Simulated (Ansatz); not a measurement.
Base system: Rh in the fcc (Cu type) structure (space group Fm-3m, No. 225; a = 3.802 Å; relaxed with 0.1 eV smearing).

Structures relaxed with r2SCAN (Ansatz, an electronic-structure program, PAW, no SOC).

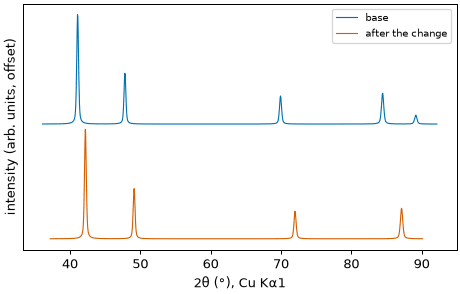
*Simulated powder patterns before (top) and after one change*

Task: Which change produced these results?
A) isotropic strain −2.00 %
B) isotropic strain −1.00 %
C) isotropic strain −3.00 %
D) isotropic strain −2.50 %

Result: D, isotropic strain −2.50 %. Its volume per atom is 12.73 Å³ against 13.73 Å³, and its space group is Fm-3m (No. 225).

Whether these cells are dynamically stable was not tested. The final runs are not spin-polarised.
